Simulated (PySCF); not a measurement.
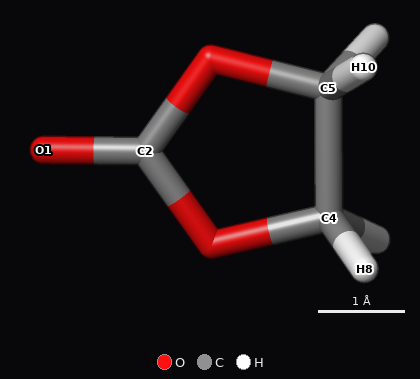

Fig. 1: The structure (stick view, seen at a tilt; atoms are numbered from 1 in the order of the input). Bond lengths as drawn: C–C 1.54 Å, C–H 1.10 Å and C–O 1.18 to 1.41 Å.

Excited-state calculation of C3H4O3

C3H4O3 (ethylene carbonate), SMILES O=C1OCCO1, computed with TDDFT CAM-B3LYP/def2-SVPD, vertical, IEF-PCM chloroform (non-equilibrium linear response), core orbitals frozen in the response (PySCF 2.14.0).

The geometry comes from this level: PBE0-D3(BJ)/def2-SVP. It belongs to a series of runs on one base structure; here: solvent chloroform.

## What the program printed
```
coarse grid: 9000 points
cycle   1  E = -341.7830580178  dE =  1.342e+00  |g| = 1.006e+00  |ddm| = 4.477e+00
cycle   2  E = -341.6404276861  dE =  1.426e-01  |g| = 1.385e+00  |ddm| = 2.703e+00
cycle   3  E = -341.9707296655  dE = -3.303e-01  |g| = 1.440e-01  |ddm| = 1.552e+00
cycle   4  E = -341.9737924085  dE = -3.063e-03  |g| = 6.234e-02  |ddm| = 1.868e-01
cycle   5  E = -341.9744756611  dE = -6.833e-04  |g| = 5.771e-03  |ddm| = 5.707e-02
cycle   6  E = -341.9744836936  dE = -8.033e-06  |g| = 1.651e-03  |ddm| = 1.063e-02
final grid: 88736 points
cycle   7  E = -342.0520293021  dE = -2.739e-05  |g| = 3.650e-03  |ddm| = 5.609e-02
cycle   8  E = -342.0520289765  dE =  3.256e-07  |g| = 4.122e-03  |ddm| = 1.130e-02
cycle   9  E = -342.0520322326  dE = -3.256e-06  |g| = 5.658e-04  |ddm| = 4.628e-03
cycle  10  E = -342.0520322869  dE = -5.427e-08  |g| = 2.184e-04  |ddm| = 7.009e-04
cycle  11  E = -342.0520322952  dE = -8.259e-09  |g| = 7.133e-05  |ddm| = 2.787e-04
cycle  12  E = -342.0520322962  dE = -1.016e-09  |g| = 1.371e-05  |ddm| = 8.244e-05
cycle  13  E = -342.0520322962  dE = -5.343e-11  |g| = 5.076e-06  |ddm| = 2.528e-05
```

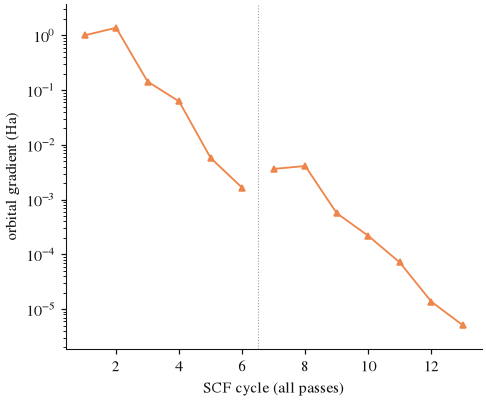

Fig. 2: Convergence of the self-consistent field: orbital gradient against the SCF cycle. The dotted line marks the change from a coarse to the final integration grid. The first 6 cycles use a coarse grid, the final grid takes over at cycle 7, and the field converges after 13 cycles in all.

```
converged SCF energy = -342.0520322962

Static polarisability (au): isotropic 52.335, principal 40.889 50.385 65.730

Singlet excitations
state   eV       nm        f      main configurations
  1   7.3791    168.0   0.00000   H-1->L+2 0.95
  2   7.9477    156.0   0.00000   H->L 0.89
  3   8.4381    146.9   0.01486   H-2->L 0.86
  4   8.4719    146.3   0.00288   H->L+2 0.45, H-1->L 0.45
  5   8.5500    145.0   0.10882   H->L+2 0.51, H-1->L 0.40
  6   8.8261    140.5   0.00000   H->L+1 0.87
```

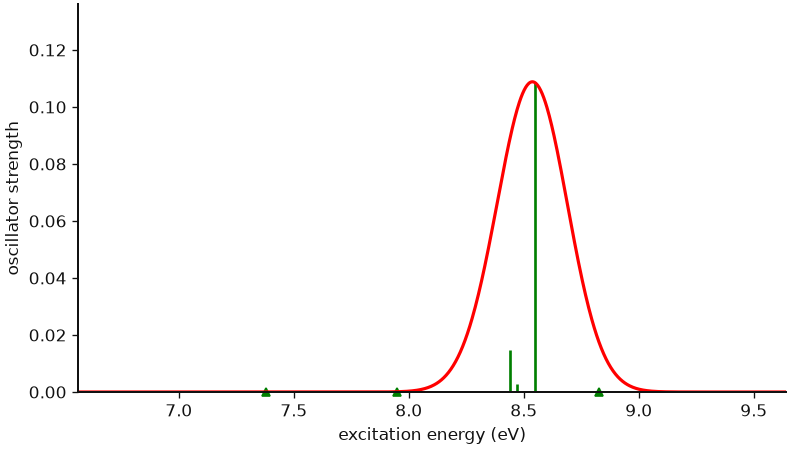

Fig. 3: Computed excitations as sticks (degenerate states added up, dark ones marked on the axis), with a Gaussian envelope of 0.35 eV full width at half maximum, scaled to the tallest. Of the 6 states the lowest lies at 7.38 eV (f = 0.000); the strongest line is at 8.55 eV, or 145 nm (f = 0.109).

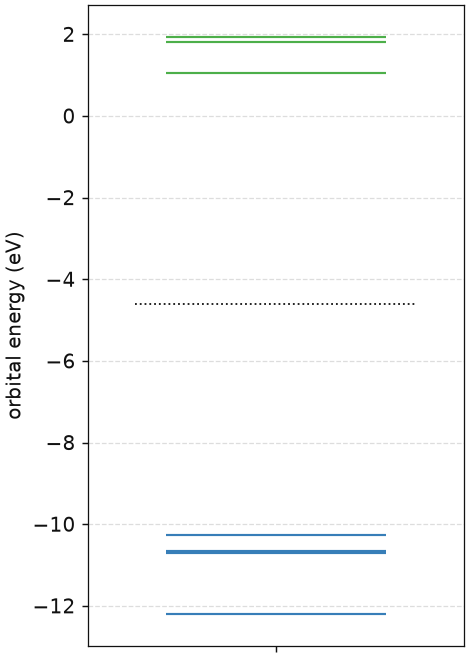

Fig. 4: Orbital energies near the frontier; the dotted line parts filled from empty levels, and levels within 0.02 eV of each other stand side by side. Highest filled −10.27 eV, lowest empty 1.04 eV, 11.31 eV apart.

This output came from the following input.

## Input
```
{"job": {"kind": "uv", "xc": "CAM-B3LYP", "basis": "def2-SVPD", "solvent": "chloroform", "nstates": 6, "ntriplets": 0}, "charge": 0, "multiplicity": 1}
O      2.549977     0.517005    -0.734376
C      1.432829     0.288550    -0.412885
O      0.897911    -0.943092    -0.293688
C     -0.453365    -0.877646     0.106722
C     -0.724027     0.631191     0.233240
O      0.509759     1.223111    -0.110902
H     -0.577614    -1.417156     1.057594
H     -1.081574    -1.362269    -0.655647
H     -0.998929     0.934601     1.254453
H     -1.502683     0.985440    -0.458922
```

The first line tells a small driver script what to run in PySCF; the rest is the geometry in Å.

Run as:
```bash
OMP_NUM_THREADS=1 python <driver script> task.json out
```

## Results in brief

| quantity | value |
| --- | --- |
| outcome | converged |
| total energy | −342.052032 hartree |
| HOMO | −10.27 eV |
| LUMO | 1.04 eV |
| dipole moment | 6.72 D |
| mean polarisability | 52.33 a.u. |
| lowest excitation | 7.38 eV |
| hardware | 1 CPU thread, shared host |
| wall time | 27 s |
| peak memory | 0.8 GiB |
